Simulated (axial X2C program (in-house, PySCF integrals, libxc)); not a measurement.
**WAl: EOM-EA-CCSD levels**

Wanted for WAl: EOM-EA-CCSD levels, at the two-component level.

The runs use an in-house X2C program for linear molecules on PySCF integrals; two-component X2C with atomic mean-field terms, W dyall-acv3z, Al dyall-av3z.

All values are calculated.

**1. The job**

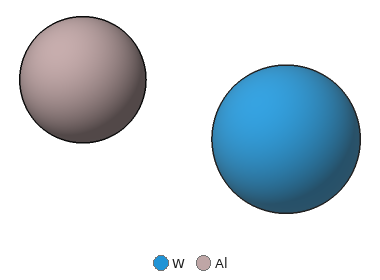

The two atoms at 2.630 Å (tungsten blue, aluminium light grey).

Contents of task.json:

```json
{"zs": [74, 13], "q": 0, "bas": ["dyall-acv3z", "dyall-av3z"], "r0": 2.63, "eom": "ea", "thr": -2.0, "nmax": 92, "grid": [1, 0.96, 1.045, 0.92, 1.09, 1.15]}
```

Keys: zs atomic numbers; q charge; bas basis sets; r0 starting distance in Å; eom kind of EOM run; thr threshold in hartree for freezing inner shells (an s shell follows its p shell); nmax most natural virtual spinors; grid distances as factors.

Started as:

```bash
python soeom.py task.json out
```

Further steps of the session: EOM-EA-CCSD at 2.623 Å.

**Question.** What will these runs give? Wanted: next root led by one particle; T1 of the reference; lowest state, Re and ωe.

As calculated:

| quantity | value |
| --- | --- |
| lowest root at 2.623 Å | Ω = 1/2, 6.287 eV |
| next root led by one particle | Ω = 3/2, about 320 cm⁻¹ higher |
| T1 of the reference | 0.036 |
| lowest state, Re and ωe | 2.632 Å, 248.8 cm⁻¹ |

**Reading.** The added electron is bound by 6.29 eV in a spinor of 37% W dσ, 23% W dπ, 16% Al pπ. Errors of 0.1 to 0.3 eV are usual at this size, and roots led by higher excitations are left out, so the list is incomplete, and low states of that kind can be missing. T1 or the largest double amplitude of the reference is raised, which lowers the reliability.
